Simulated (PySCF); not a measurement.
B3H2O4 (SMILES [O-]B1OBOBO1) (charge −1)

```xyz
9

O     0.7031   -0.0035   -1.1663
B     0.9303    0.9877   -0.3097
O     0.2658    1.0891    0.9035
B    -0.6647    0.1019    1.1912
O    -0.9146   -0.9057    0.3604
B    -0.2534   -1.0978   -0.9399
O    -0.4728   -2.0501   -1.7346
H     1.7450    1.8625   -0.5629
H    -1.2540    0.1993    2.2573
```

Geometry: PBE0-D3(BJ)/def2-SVP.

Method: PBE0/aug-pcSseg-2, SCF density, gas phase, non-relativistic in PySCF 2.14.0.

What can the converged electron density and electron localisation function tell about the bonding?

Answer. B–O (1.26 Å): ρ at the midpoint is about 2.7 e/Å³; the ELF peaks at about 0.85 between the atoms (a short, strongly polar bond).
B–H (1.22 Å): the density is about 1.2 e/Å³ at the midpoint; the ELF climbs to about 1 towards the hydrogen, as it does in any bond to H (a covalent bond by its length).
B–O (1.33 Å): ρ is about 2.3 e/Å³ halfway; the ELF peaks at about 0.90 between the atoms (a polar covalent bond).
B–O (1.39 Å): ρ at the midpoint is about 2 e/Å³; the ELF peaks at about 0.90 between the atoms (a shared but strongly polarised pair).

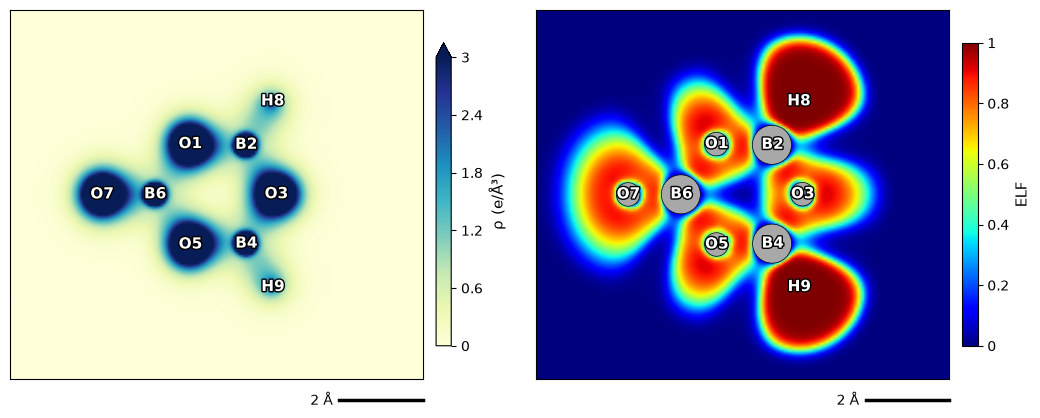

Computed electron density and electron localisation function on the molecular plane, in this order. Grey discs cover the atomic cores in the ELF map. 
